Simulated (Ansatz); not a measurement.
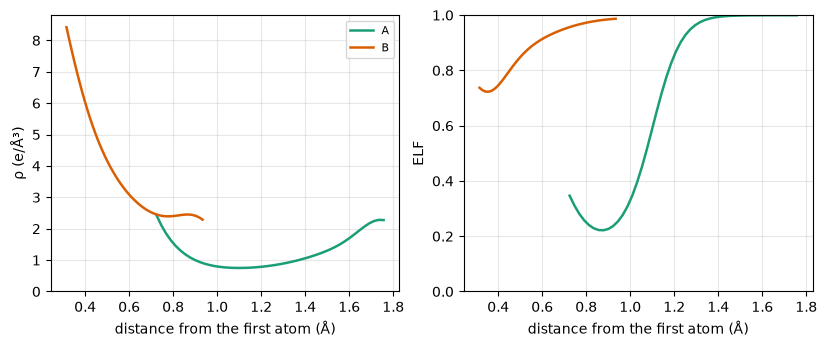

Figure. FH2Sn (charge +1). Electron density and ELF along straight lines between neighbouring atoms. The curves leave out the atomic cores.

Geometry: PBE0-D4/def2-TZVP; core potentials replace the inner electrons of Sn.

Level of theory: RKS PBE0-D4/def2-TZVPP in Ansatz.

Input

```
crystal:
  periodic: [false, false, false]
  atoms:
    - {symbol: F, position_ang: [-1.495488, -0.479357, 0.308103]}
    - {symbol: Sn, position_ang: [0.784180, 0.096887, -0.126588]}
    - {symbol: H, position_ang: [-1.971671, -1.184555, 0.691882]}
    - {symbol: H, position_ang: [0.037181, 1.536740, -0.799659]}
basis:
  gaussian: {orbitals: def2-TZVPP}
total_charge: 1
hamiltonian: {xc: pbe0, dispersion: d4}
output: {orbitals: {seedname: orbitals}}
```

Run with:

```sh
ansatz run in.yaml --threads 2 --pin off --events-out ev --progress --plain --max-ram 4352MiB
```

**Which curve belongs to which contact (F–H and Sn–H)? The first atom named is at distance zero.**

Curve A: Sn–H (1.76 Å): ρ is about 1.1 e/Å³ halfway; the ELF climbs to about 1 towards the hydrogen. Curve B: F–H (0.93 Å): ρ at the midpoint is about 4.7 e/Å³; the ELF climbs to about 1 towards the hydrogen (a covalent bond by its length).
